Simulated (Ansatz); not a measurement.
**HNO (nitroxyl) at B2PLYP/STO-3G**

Aim: the electronic atomisation energy of HNO (nitroxyl) at B2PLYP/STO-3G, from 4 runs. 

Program for the calculation: Ansatz 0.2.0.

50 further runs of the same task are left out: 1 that didn't finish, 49 set aside as unsound or not needed.

### Step 1. The structure to begin with

HNO: 3 atoms, total charge 0, spin state singlet. SMILES: `N=O`. The shape is that of a PBE0-D4/def2-TZVP optimisation.

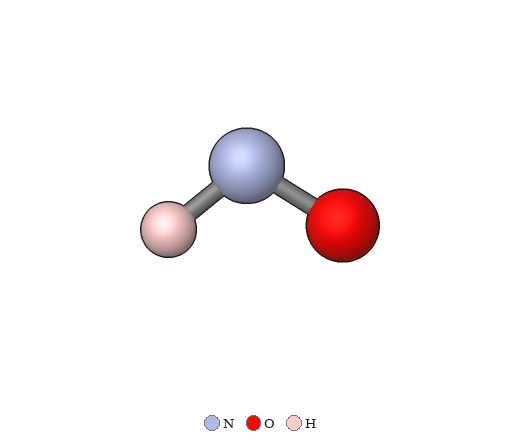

The structure, seen from a chosen angle (nitrogen light blue, oxygen red, hydrogen pink).

### Step 2. The energy at B2PLYP/STO-3G

File molecule.yaml:

```yaml
crystal:
  periodic: [false, false, false]
  atoms:
    - {symbol: N, position_ang: [-0.283700, 0.312790, -0.117160]}
    - {symbol: O, position_ang: [0.755300, 0.397200, 0.456500]}
    - {symbol: H, position_ang: [-0.471600, -0.709980, -0.339350]}
basis:
  gaussian: {orbitals: STO-3G}
hamiltonian: {xc: {name: B2PLYP}}
correlation: {frozen_orbitals: {H: 0, "N": 1, O: 1}}
accuracy: high
```

On the command line:

```bash
$ ansatz run molecule.yaml --threads 1 --pin off --max-ram 3480MiB --events-out events.jsonl --progress --plain --runs-dir runs
```

Standard output:

```text
Warning: RAYON_NUM_THREADS=1 ignored (pool sized by the plan → 1); use --threads N
Functional definition: B2PLYP
  name "B2PLYP"
  parameter a = 0.53
  parameter c = 0.27
  exchange = (1 - a)*b88_x + a*exact_x
  correlation = (1 - c)*lyp_c + c*(mp2_os + mp2_ss)
168 factors; integrals over basis functions are off by at most 3.7e-8 eV
mean field evaluation 1: about -3495.4790 eV, gradient 1.4e1 eV
mean field evaluation 2: about -3495.5002 eV, gradient 1.4e1 eV
mean field evaluation 4: about -3496.0661 eV, gradient 4.6e-1 eV
mean field evaluation 8: about -3496.0672 eV, gradient 7.5e-3 eV
mean field evaluation 16: about -3496.0672 eV, gradient 1.5e-8 eV
mean field -3496.06722321 eV, -128.4781007335 hartree, gradient 1.5e-8 eV, S^2 0.000000; 0 other end points of the search recorded, 0 dependent functions left out; unrestricted orbitals would lower it
2 core orbitals not correlated: weight in the atoms' cores, before any rotation towards them, 1.000 or more for the frozen orbitals, at most 0.000 for the correlated occupied ones
reference -3496.06723438 eV, -128.4781011439 hartree; 6, 6 occupied and 3, 3 virtual orbitals, 168 factors
second order -4.26882291 eV of doubles, -0.00000000 eV of singles
Total energy: -3497.21981656 eV, -128.5204577580 hartree
```

It took 0.48 s on 1 thread of AMD EPYC 7R43 (Zen 3), shared host.

### Step 3. The H atom at the same level

File job.yaml:

```yaml
crystal:
  periodic: [false, false, false]
  atoms:
    - {symbol: H, position_ang: [0.000000, 0.000000, 0.000000]}
basis:
  gaussian:
    orbitals: STO-3G
magnetization:
  spin_polarized: true
  initial_magnetization: 1
hamiltonian:
  xc: {name: B2PLYP}
correlation:
  frozen_orbitals: {H: 0}
accuracy: high
```

Run the same way, it converges to -0.46478 Eh (log not shown).

### Step 4. The N atom at the same level

File job.yaml:

```yaml
crystal:
  periodic: [false, false, false]
  atoms:
    - {symbol: N, position_ang: [0.000000, 0.000000, 0.000000]}
basis:
  gaussian: {orbitals: STO-3G}
accuracy: high
hamiltonian: {xc: {name: B2PLYP}}
correlation: {frozen_orbitals: {"N": 1}}
magnetization: {spin_polarized: true, initial_magnetization: 3}
```

Run the same way, it converges to -53.83561 Eh (log not shown).

### Step 5. The O atom at the same level

File molecule.yaml:

```yaml
crystal:
  periodic: [false, false, false]
  atoms:
    - {symbol: O, position_ang: [0.000000, 0.000000, 0.000000]}
basis:
  gaussian:
    orbitals: STO-3G
accuracy: high
correlation:
  frozen_orbitals: {O: 1}
magnetization:
  spin_polarized: true
  initial_magnetization: 2
hamiltonian:
  xc: {name: B2PLYP}
```

Run the same way, it converges to -73.96694 Eh (log not shown).

### Step 6. Results

At B2PLYP/STO-3G, 2 core orbitals frozen:

```
                     quantity          value
       molecule: total energy  -128.52046 Eh
         H atom: total energy    -0.46478 Eh
                 H atom: ⟨S²⟩          0.750
         N atom: total energy   -53.83561 Eh
                 N atom: ⟨S²⟩          3.750
         O atom: total energy   -73.96694 Eh
                 O atom: ⟨S²⟩          2.000
electronic atomisation energy       6.888 eV
```

In words: Taking the molecule apart into free atoms costs 6.89 eV (665 kJ/mol), before zero-point energy and without spin-orbit coupling. In a minimal basis such a difference can be off by several eV, whatever the method. The restricted solution (molecule) is unstable to spin breaking: an unrestricted one lies lower.
